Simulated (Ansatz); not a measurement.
# Resistivity from frozen vibrations: Cu(111) with 4 thermally displaced layers, 2x2, part 2 of 2

How much do lattice vibrations at 300 K scatter the electrons of Cu? Layers with random displacements are laid between perfect leads, and the resistance is followed against their length.

Ansatz 0.2.0; Ansatz plane-wave DFT, PBE, PAW files; ballistic transport by layer matching (Landauer), zero bias; PAW set soft_1.

So far, open channels per spin nearest the Fermi level: step 2 (with 4 displaced layers) 3.21.

**3. With 8 displaced layers**

System of this step: Cu(111) with 8 thermally displaced layers, 2x2. The cell holds 56 atoms: 56 Cu. Cell: a = 5.112 Å, b = 5.112 Å, c = 29.257 Å, α = 87.5°, β = 92.5°, γ = 120.0°. It derives from Cu. Regions: lead, 24 atoms (24 Cu); scattering region, 32 atoms (32 Cu). The structure is stacked along c, and the current runs across the ab planes.

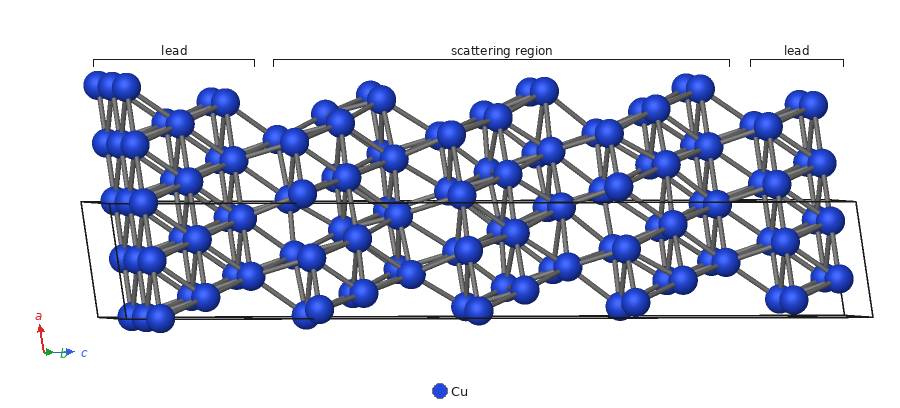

The cell of this step (copper blue). 2×1×1 cells are drawn. Some periodic images of atoms are drawn too.

Contents of input.yaml:

```yaml
crystal:
  lattice:
    - [5.1123254594, 0.0, 0.0]
    - [-2.5561627297, 4.4274037203, 0.0]
    - [-1.2780813649, 0.73790062, 29.2193738075]
  atoms:
    - { symbol: Cu, position: [0.005952381, 0.994047619, 0.0357142857] }
    - { symbol: Cu, position: [0.005952381, 0.494047619, 0.0357142857] }
    - { symbol: Cu, position: [0.505952381, 0.994047619, 0.0357142857] }
    - { symbol: Cu, position: [0.505952381, 0.494047619, 0.0357142857] }
    - { symbol: Cu, position: [0.1845238095, 0.3154761905, 0.1071428571] }
    - { symbol: Cu, position: [0.1845238095, 0.8154761905, 0.1071428571] }
    - { symbol: Cu, position: [0.6845238095, 0.3154761905, 0.1071428571] }
    - { symbol: Cu, position: [0.6845238095, 0.8154761905, 0.1071428571] }
    - { symbol: Cu, position: [0.3630952381, 0.1369047619, 0.1785714286] }
    - { symbol: Cu, position: [0.3630952381, 0.6369047619, 0.1785714286] }
    - { symbol: Cu, position: [0.8630952381, 0.1369047619, 0.1785714286] }
    - { symbol: Cu, position: [0.8630952381, 0.6369047619, 0.1785714286] }
    - { symbol: Cu, position: [0.0807849805, 0.9812768861, 0.2509512624] }
    - { symbol: Cu, position: [0.0235363211, 0.4579638584, 0.2517473815] }
    - { symbol: Cu, position: [0.5257277057, 0.9650836437, 0.2511441958] }
    - { symbol: Cu, position: [0.5415616383, 0.4378257807, 0.2482387037] }
    - { symbol: Cu, position: [0.2040953202, 0.2584406581, 0.3260583587] }
    - { symbol: Cu, position: [0.2154684347, 0.7856555412, 0.3207403123] }
    - { symbol: Cu, position: [0.7562060611, 0.302675381, 0.3231144068] }
    - { symbol: Cu, position: [0.6874758402, 0.7803725827, 0.3232483829] }
    - { symbol: Cu, position: [0.4094640278, 0.0895275647, 0.3977069076] }
    - { symbol: Cu, position: [0.373325843, 0.5891547663, 0.3953460255] }
    - { symbol: Cu, position: [0.9172271992, 0.13628237, 0.3933589365] }
    - { symbol: Cu, position: [0.88537624, 0.5950419755, 0.3899527691] }
    - { symbol: Cu, position: [0.0637382455, 0.9334355064, 0.4658326407] }
    - { symbol: Cu, position: [0.0911967489, 0.4086137435, 0.4687817202] }
    - { symbol: Cu, position: [0.5866454725, 0.9504682769, 0.4631337404] }
    - { symbol: Cu, position: [0.5688434003, 0.4265493835, 0.4670311993] }
    - { symbol: Cu, position: [0.2526639395, 0.2343567835, 0.532144275] }
    - { symbol: Cu, position: [0.2394850187, 0.7524390582, 0.5383486685] }
    - { symbol: Cu, position: [0.7444036832, 0.2247872168, 0.5380381181] }
    - { symbol: Cu, position: [0.7304857844, 0.7312458309, 0.5373672889] }
    - { symbol: Cu, position: [0.403427446, 0.0725214797, 0.6055946663] }
    - { symbol: Cu, position: [0.4356110576, 0.5640566974, 0.607680838] }
    - { symbol: Cu, position: [0.9390537622, 0.0515237136, 0.6109251763] }
    - { symbol: Cu, position: [0.953497641, 0.579781064, 0.6102434505] }
    - { symbol: Cu, position: [0.1325244088, 0.901698944, 0.6787726409] }
    - { symbol: Cu, position: [0.0898618413, 0.3848738364, 0.676523162] }
    - { symbol: Cu, position: [0.5934685752, 0.8916971611, 0.6770580839] }
    - { symbol: Cu, position: [0.5883865742, 0.3684635475, 0.6792858916] }
    - { symbol: Cu, position: [0.3087326984, 0.2315707835, 0.7499629624] }
    - { symbol: Cu, position: [0.3203432969, 0.7324563213, 0.7530614698] }
    - { symbol: Cu, position: [0.7666253602, 0.2297666459, 0.7509039884] }
    - { symbol: Cu, position: [0.8015440371, 0.7146847903, 0.7510188093] }
    - { symbol: Cu, position: [0.4702380952, 0.0297619048, 0.8214285714] }
    - { symbol: Cu, position: [0.4702380952, 0.5297619048, 0.8214285714] }
    - { symbol: Cu, position: [0.9702380952, 0.0297619048, 0.8214285714] }
    - { symbol: Cu, position: [0.9702380952, 0.5297619048, 0.8214285714] }
    - { symbol: Cu, position: [0.1488095238, 0.8511904762, 0.8928571429] }
    - { symbol: Cu, position: [0.1488095238, 0.3511904762, 0.8928571429] }
    - { symbol: Cu, position: [0.6488095238, 0.8511904762, 0.8928571429] }
    - { symbol: Cu, position: [0.6488095238, 0.3511904762, 0.8928571429] }
    - { symbol: Cu, position: [0.3273809524, 0.1726190476, 0.9642857143] }
    - { symbol: Cu, position: [0.3273809524, 0.6726190476, 0.9642857143] }
    - { symbol: Cu, position: [0.8273809524, 0.1726190476, 0.9642857143] }
    - { symbol: Cu, position: [0.8273809524, 0.6726190476, 0.9642857143] }
kpoints:
  mp_grid: { grid: [5, 5, 1] }
hamiltonian:
  xc: pbe
  pseudopotentials: { kind: paw, azcp: { folder: soft_1 } }
scf:
  occupations: { method: fermi_dirac, width: 0.1 }
output:
  transmission:
    leads: [[0, 4]]
    kmesh: [10, 10]
    e_range: [-0.05, 0.05]
    de: 0.05
  write_potential: true
  write_density: true
  volumetric_format: npy
```

Command:

```console
ansatz run input.yaml --threads 4 --pin off --max-ram 15360MiB --backend cpu --events-out ev --progress --plain --runs-dir out
```

Numbers of over 12 decimals in the logs are rounded to 6 here.

Output:

```text
[...]
Crystal: 56 atoms, lattice volume = 661.361 Å³
Basis set: ecut = 420 eV, 12983 PW (Γ)
Bands: 639, of which v1, the nominal top of the filled ones, is band 532 counted from 1 (531 counted from 0)
Symmetry: 1 space group operations
[...]
k-points: 13 of 25 (time reversal used)
[...]
SCF iter   1: F=—  HF=-371058.990875 eV  |F-HF|=—  |Δ(HF+E_count)|=         —  Δρ=2.66e-1  dr2=2.81e2  ethr=3.10e-3  ⟨swp⟩=4.8  Hψ=25548  notcnv=0  defer=25
[...]
SCF iter  12: F=-371008.007664 eV  HF=-371008.007664 eV  |F-HF|=5.19e-8  |Δ(HF+E_count)|=   3.31e-8  Δρ=2.79e-6  dr2=5.52e-8  ethr=9.40e-12  ⟨swp⟩=6.3  Hψ=29379  notcnv=0
SCF 1 converged in 12 iterations: F = -371008.007664 eV  dr2 = 5.52e-8
[...]
transmission: 234 of 2340 steps passed
transmission: 468 of 2340 steps passed
[...]
transmission: 2340 of 2340 steps passed
SCF converged after 12 iterations
Free energy (F): -371008.007664 eV
[...]
Internal energy: -371007.295437 eV  (E = F + TS)
E sigma→0 (E₀):  -371007.651550 eV
Entropy (-TS):   -0.712227 eV (-12.718 meV/atom)
Fermi energy:    16.341877 eV
[...]
--- Band table (eV; the first three rows and the last of 13) ---
  k-point 0: bands = [... 528 lower, 16.3477, 16.6230, 16.6455, 16.8564, 16.8924, 16.9036, 16.9275, 17.0988, ... 103 higher]
  k-point 1: bands = [... 528 lower, 16.0741, 16.2001, 16.2307, 16.2526, 16.3324, 16.4059, 16.4576, 16.5243, ... 103 higher]
  k-point 2: bands = [... 528 lower, 16.0864, 16.1531, 16.1766, 16.2851, 16.3334, 16.4267, 16.5808, 16.6097, ... 103 higher]
  k-point 12: bands = [... 528 lower, 15.6448, 15.7300, 16.0407, 16.3837, 16.5150, 16.7567, 16.7975, 16.9797, ... 103 higher]
--- Transmission ---
  basis      : 199 plane waves across, 45 finite elements along
  points     : 52, standing for a mesh of 10 x 10
[...]
channels       : 3.210000e0 a spin
[...]
junction   : crystal 0 to crystal 0, 0.70 to 27.83 Å
    transmission   : 3.037381e0 a spin
[...]
```

Run time: 13 min. Hardware: 4 threads of Arm Neoverse V2, shared host; peak memory 8.4 GiB.

This step gave:

```
free energy                                   : -371008.0077 eV
energy at zero smearing                       : -371007.6516 eV
transmission per spin nearest the Fermi level : 3.037
step of the lead's potential                  : 2.6 meV
```

Per spin. The transmission, zone mean by energy, zero at the Fermi level:

```tsv
energy (eV)	transmission, zone mean
-0.0500	2.99
0.0000	3.04
0.0500	3.06
```

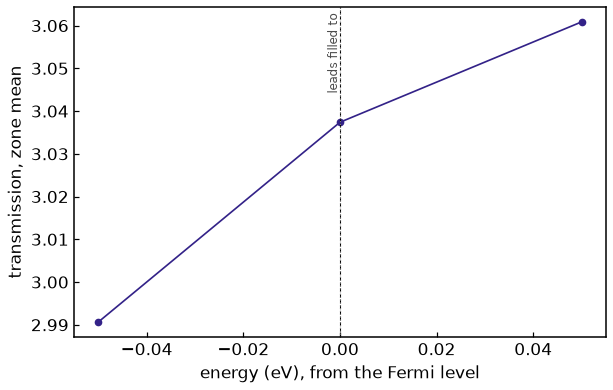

Transmission, zone mean, plotted against energy.

Over the solved energies the transmission per spin lies between 2.99 and 3.06, out of 3.21 channels of the lead on average (up to 3.21).

**4. With 12 displaced layers**

System of this step: Cu(111) with 12 thermally displaced layers, 2x2. The cell holds 72 atoms: 72 Cu. Cell: a = 5.112 Å, b = 5.112 Å, c = 37.568 Å, α = 90.0°, β = 90.0°, γ = 120.0°. It derives from Cu. Regions: lead, 24 atoms (24 Cu); scattering region, 48 atoms (48 Cu). The structure is stacked along c, and the current runs across the ab planes.

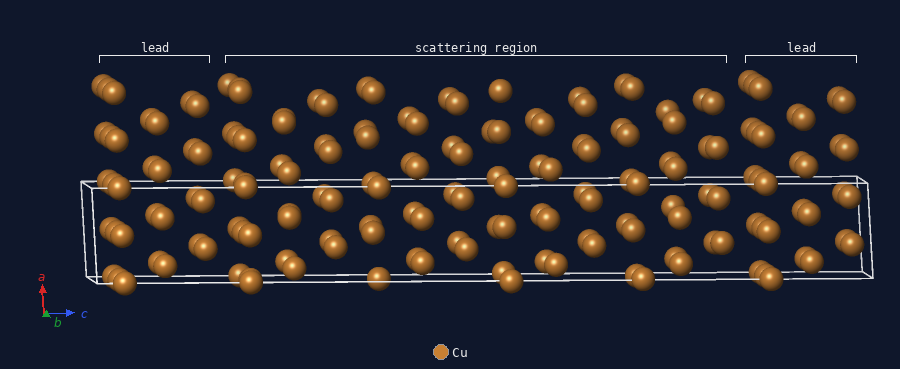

The cell of this step (copper orange). 2×1×1 cells are drawn. Some periodic images of atoms are drawn too.

Contents of input.yaml:

```yaml
crystal:
  lattice:
    - [5.1123254594, 0.0, 0.0]
    - [-2.5561627297, 4.4274037203, 0.0]
    - [0.0, 0.0, 37.567766324]
  atoms:
    - { symbol: Cu, position: [0.0, 0.0, 0.0277777778] }
    - { symbol: Cu, position: [0.0, 0.5, 0.0277777778] }
    - { symbol: Cu, position: [0.5, 0.0, 0.0277777778] }
    - { symbol: Cu, position: [0.5, 0.5, 0.0277777778] }
    - { symbol: Cu, position: [0.1666666667, 0.3333333333, 0.0833333333] }
    - { symbol: Cu, position: [0.1666666667, 0.8333333333, 0.0833333333] }
    - { symbol: Cu, position: [0.6666666667, 0.3333333333, 0.0833333333] }
    - { symbol: Cu, position: [0.6666666667, 0.8333333333, 0.0833333333] }
    - { symbol: Cu, position: [0.3333333333, 0.1666666667, 0.1388888889] }
    - { symbol: Cu, position: [0.3333333333, 0.6666666667, 0.1388888889] }
    - { symbol: Cu, position: [0.8333333333, 0.1666666667, 0.1388888889] }
    - { symbol: Cu, position: [0.8333333333, 0.6666666667, 0.1388888889] }
    - { symbol: Cu, position: [0.0017068586, 0.9936950603, 0.1905075628] }
    - { symbol: Cu, position: [0.9912835756, 0.4858810451, 0.1966806648] }
    - { symbol: Cu, position: [0.4963401182, 0.0014663906, 0.1926855383] }
    - { symbol: Cu, position: [0.4921304735, 0.4997974016, 0.19136933] }
    - { symbol: Cu, position: [0.1703093922, 0.3314699888, 0.2475452504] }
    - { symbol: Cu, position: [0.1346880791, 0.8423459909, 0.2493839233] }
    - { symbol: Cu, position: [0.6565292817, 0.3291848644, 0.2537605795] }
    - { symbol: Cu, position: [0.6666698415, 0.8348549521, 0.2469213709] }
    - { symbol: Cu, position: [0.3664533547, 0.1827839469, 0.3077643893] }
    - { symbol: Cu, position: [0.3421099124, 0.6827693104, 0.3063235124] }
    - { symbol: Cu, position: [0.8413251644, 0.1639931313, 0.3025042227] }
    - { symbol: Cu, position: [0.8319900776, 0.6326757182, 0.305058824] }
    - { symbol: Cu, position: [0.9877287176, 0.9816803386, 0.3623804361] }
    - { symbol: Cu, position: [0.9931151562, 0.4923256442, 0.3621873192] }
    - { symbol: Cu, position: [0.5049496145, 0.0243998613, 0.3618387149] }
    - { symbol: Cu, position: [0.4757066471, 0.465845587, 0.3584037205] }
    - { symbol: Cu, position: [0.1827564208, 0.3324443845, 0.4160805239] }
    - { symbol: Cu, position: [0.1803998764, 0.8108013572, 0.4154542021] }
    - { symbol: Cu, position: [0.6646270918, 0.3436333726, 0.4152929755] }
    - { symbol: Cu, position: [0.64323596, 0.8051360783, 0.4181766104] }
    - { symbol: Cu, position: [0.3414131378, 0.1582982764, 0.4725603786] }
    - { symbol: Cu, position: [0.3095238732, 0.6583784438, 0.4750749405] }
    - { symbol: Cu, position: [0.8556910256, 0.20725224, 0.4705925277] }
    - { symbol: Cu, position: [0.8404441445, 0.663232265, 0.4733936129] }
    - { symbol: Cu, position: [0.9949610789, 0.9901415742, 0.5259815845] }
    - { symbol: Cu, position: [0.0459650331, 0.4986412988, 0.5236027636] }
    - { symbol: Cu, position: [0.4960881533, 0.0119109531, 0.5267426298] }
    - { symbol: Cu, position: [0.5295012473, 0.5176088779, 0.527462397] }
    - { symbol: Cu, position: [0.1506571844, 0.3156822472, 0.5818842198] }
    - { symbol: Cu, position: [0.1548340358, 0.8544906596, 0.5866264993] }
    - { symbol: Cu, position: [0.6371775605, 0.3125750062, 0.579672052] }
    - { symbol: Cu, position: [0.6247191932, 0.7787650973, 0.5809685176] }
    - { symbol: Cu, position: [0.3500274605, 0.1605943244, 0.6406581014] }
    - { symbol: Cu, position: [0.3413591241, 0.6975958655, 0.6393013221] }
    - { symbol: Cu, position: [0.8499407318, 0.2115044565, 0.6382171474] }
    - { symbol: Cu, position: [0.8165280082, 0.6702135688, 0.6388084902] }
    - { symbol: Cu, position: [0.0081272066, 0.983809889, 0.6961104186] }
    - { symbol: Cu, position: [0.0071085285, 0.4882709056, 0.6947824022] }
    - { symbol: Cu, position: [0.5079656724, 0.0412082194, 0.6929866917] }
    - { symbol: Cu, position: [0.4837456112, 0.481276692, 0.693727883] }
    - { symbol: Cu, position: [0.1733210524, 0.3468208916, 0.7487361332] }
    - { symbol: Cu, position: [0.1513988851, 0.8084502215, 0.7482870613] }
    - { symbol: Cu, position: [0.7177370847, 0.3516245902, 0.7483822482] }
    - { symbol: Cu, position: [0.6377515991, 0.8161955155, 0.7499550943] }
    - { symbol: Cu, position: [0.3273236583, 0.1535906715, 0.8028920105] }
    - { symbol: Cu, position: [0.3589396555, 0.6746013112, 0.804780102] }
    - { symbol: Cu, position: [0.8253252951, 0.1573645385, 0.7994771748] }
    - { symbol: Cu, position: [0.8256899337, 0.6478606827, 0.8034797372] }
    - { symbol: Cu, position: [0.0, 0.0, 0.8611111111] }
    - { symbol: Cu, position: [0.0, 0.5, 0.8611111111] }
    - { symbol: Cu, position: [0.5, 0.0, 0.8611111111] }
    - { symbol: Cu, position: [0.5, 0.5, 0.8611111111] }
    - { symbol: Cu, position: [0.1666666667, 0.3333333333, 0.9166666667] }
    - { symbol: Cu, position: [0.1666666667, 0.8333333333, 0.9166666667] }
    - { symbol: Cu, position: [0.6666666667, 0.3333333333, 0.9166666667] }
    - { symbol: Cu, position: [0.6666666667, 0.8333333333, 0.9166666667] }
    - { symbol: Cu, position: [0.3333333333, 0.1666666667, 0.9722222222] }
    - { symbol: Cu, position: [0.3333333333, 0.6666666667, 0.9722222222] }
    - { symbol: Cu, position: [0.8333333333, 0.1666666667, 0.9722222222] }
    - { symbol: Cu, position: [0.8333333333, 0.6666666667, 0.9722222222] }
kpoints:
  mp_grid: { grid: [5, 5, 1] }
hamiltonian:
  xc: pbe
  pseudopotentials: { kind: paw, azcp: { folder: soft_1 } }
scf:
  occupations: { method: fermi_dirac, width: 0.1 }
output:
  transmission:
    leads: [[0, 4]]
    kmesh: [10, 10]
    e_range: [-0.05, 0.05]
    de: 0.05
  write_potential: true
  write_density: true
  volumetric_format: npy
```

Output:

```text
[...]
Crystal: 72 atoms, lattice volume = 850.321 Å³
Basis set: ecut = 420 eV, 16727 PW (Γ)
Bands: 821, of which v1, the nominal top of the filled ones, is band 684 counted from 1 (683 counted from 0)
Symmetry: 1 space group operations
[...]
k-points: 13 of 25 (time reversal used)
[...]
SCF iter   1: F=—  HF=-477074.794373 eV  |F-HF|=—  |Δ(HF+E_count)|=         —  Δρ=2.66e-1  dr2=3.61e2  ethr=3.10e-3  ⟨swp⟩=4.9  Hψ=31591  notcnv=0  defer=54
[...]
SCF iter  14: F=-477009.522906 eV  HF=-477009.522906 eV  |F-HF|=8.70e-8  |Δ(HF+E_count)|=   2.31e-8  Δρ=1.28e-6  dr2=8.87e-8  ethr=7.31e-12  ⟨swp⟩=2.0  Hψ=19643  notcnv=0
SCF 1 converged in 14 iterations: F = -477009.522906 eV  dr2 = 8.87e-8
[...]
transmission: 312 of 3068 steps passed
transmission: 621 of 3068 steps passed
[...]
transmission: 3068 of 3068 steps passed
SCF converged after 14 iterations
Free energy (F): -477009.522906 eV
[...]
Internal energy: -477008.690617 eV  (E = F + TS)
E sigma→0 (E₀):  -477009.106762 eV
Entropy (-TS):   -0.832289 eV (-11.560 meV/atom)
Fermi energy:    16.320923 eV
[...]
--- Band table (eV; the first three rows and the last of 13) ---
  k-point 0: bands = [... 680 lower, 16.3843, 16.7571, 16.7827, 16.8025, 16.8137, 16.8441, 16.8691, 17.0774, ... 133 higher]
  k-point 1: bands = [... 680 lower, 16.0306, 16.1572, 16.1745, 16.3106, 16.3368, 16.4384, 16.4568, 16.4857, ... 133 higher]
  k-point 2: bands = [... 680 lower, 16.1414, 16.1553, 16.2151, 16.2540, 16.3176, 16.3511, 16.3879, 16.4566, ... 133 higher]
  k-point 12: bands = [... 680 lower, 15.8568, 15.9705, 15.9817, 16.3283, 16.3397, 16.8163, 16.8327, 16.9471, ... 133 higher]
--- Transmission ---
  basis      : 199 plane waves across, 59 finite elements along
  points     : 52, standing for a mesh of 10 x 10
[...]
channels       : 3.210000e0 a spin
[...]
junction   : crystal 0 to crystal 0, 0.70 to 36.18 Å
    transmission   : 2.889195e0 a spin
[...]
```

Wall time 26 min (4 threads); peak memory 7.4 GiB.

This step gave:

* free energy: -477009.5229 eV
* energy at zero smearing: -477009.1068 eV
* Fermi energy: 16.32 eV
* transmission per spin nearest the Fermi level: 2.889
* step of the lead's potential: 6.2 meV

Per spin. Transmission, zone mean against energy, zero at the Fermi level:

```tsv
energy (eV)	transmission, zone mean
-0.0500	2.87
0.0000	2.89
0.0500	2.92
```

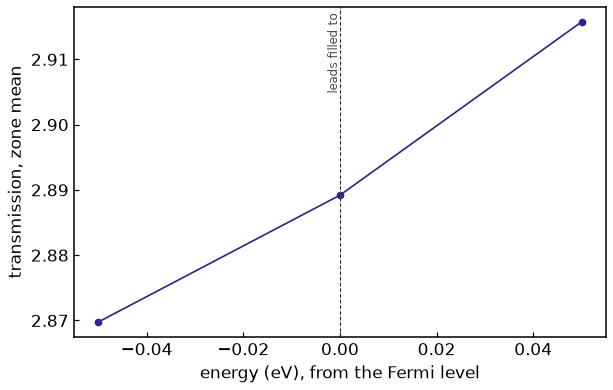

Transmission, zone mean against energy.

Over the solved energies the transmission per spin lies between 2.87 and 2.92, out of 3.21 channels of the lead on average (up to 3.21).

**5. The fit**

This step: Ansatz plane-wave DFT, PBE, PAW files; ballistic transport by layer matching (Landauer), zero bias; resistivity from the slope of the area resistance; PAW set soft_1 (Ansatz 0.2.0).

This step gave:

- resistivity: 4.563 µΩ cm
- intercept: -0.01670 fΩ m²
- scatter about the fit: 0.003747 fΩ m²

Resistance, by row:

```tsv
run	length (Å)	T	channels N	RA (fΩ m²)
n4	8.348	3.127	3.21	0.02404
n8	16.7	3.03	3.21	0.05418
n12	25.05	2.892	3.21	0.1002
```

Area resistance against length of the displaced region:

```tsv
length of the displaced region (Å)	area resistance (fΩ m²)
8.35	0.0240
16.70	0.0542
25.05	0.100
```

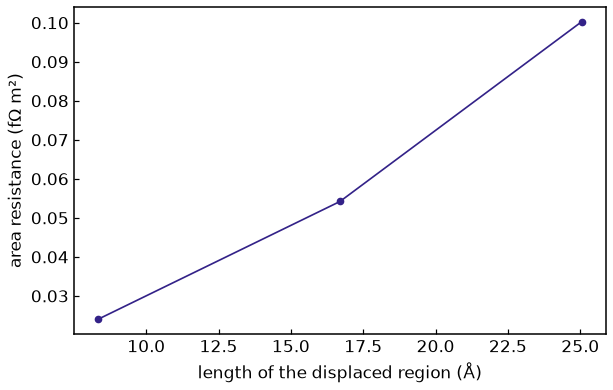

Area resistance against length of the displaced region.

The area resistance goes from 0.024 to 0.10 fΩ m² between 8.3 and 25.0 Å, a slope of 4.6 µΩ cm.

By hand from the end points: (0.1002 − 0.02404) fΩ m² / (25.05 − 8.35) Å = 4.6 µΩ cm, since 1 fΩ m² per Å is 1000 µΩ cm.

**6. Results**

```json
{"resistivity from the slope": "4.56 µΩ cm", "area resistance over 8.35 Å": "0.0240 fΩ m²", "area resistance over 16.7 Å": "0.0542 fΩ m²", "area resistance over 25.0 Å": "0.100 fΩ m²"}
```

In words: The slope gives 4.6 µΩ cm. The points scatter by 0.0037 fΩ m² about the line, with one random draw a length in a 2x2 cell, so the slope is a rough value. The mean square of the displacements drawn is 0.78, 0.99 and 1.2 of the nominal one at the three lengths; with each resistance scaled back by that, the slope is 3.3 µΩ cm, the value used below. Read with a model of isotropic scattering on a spherical Fermi surface and the lead's 1.1×10¹⁵ S/m², this slope means a mean free path near 252 Å; over these lengths the model's slope is 1.20 times its bulk resistivity, which would be 2.7 µΩ cm. Uncorrelated displacements put too much weight on short waves, which scatter strongly; with the sideways repeat of a small cell, one draw and three short lengths, the method is good to a factor of two or three. The measured value is 1.725 µΩ cm (CRC Handbook of Chemistry and Physics, 84th ed., 2003, Electrical Resistivity of Pure Metals); the scaled slope is 1.9 times that and the corrected value 1.6: clearly high.

[Logs are printed without paths, hosts, clocks, repeated set-up lines and the standing remarks that a program may print on its own settings, such as how far it seeks lower states.]

[Hosts, paths, dates, database ids (printed as entryN), source tags and the programs' standing remarks are cut or masked in the printed files.]
